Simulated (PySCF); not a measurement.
Vertical excitations of a molecule C3H6F2Si from TDA-PBE/def2-SVPD in PySCF, as energy in eV (oscillator strength): 5.62 (0.001), 6.43 (0.037), 6.50 (0.002), 6.55 (0.000), 6.88 (0.113), 6.92 (0.069), 7.13 (0.121), 7.14 (0.001), 7.37 (0.001), 7.51 (0.007). Lowest triplet (TDA): 4.33 eV. Geometry: ωB97X-D3(BJ)/def2-SVP. The values are those of a single conformer.

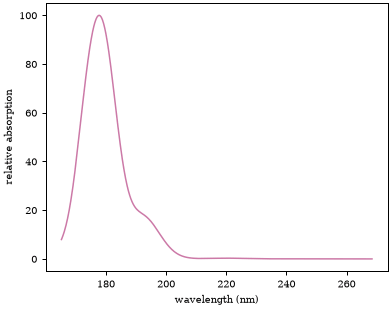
Figure: The lines broadened by 0.4 eV.

### Question
Identify the compound among the candidates.
(A) F[Si]1(F)CCC1
(B) F/C=C\[SiH2]CF
(C) F[C@@H]1C([SiH3])[C@H]1F
(D) F[SiH2][C@@H]1C[C@@H]1F

### Answer
B, F/C=C\[SiH2]CF
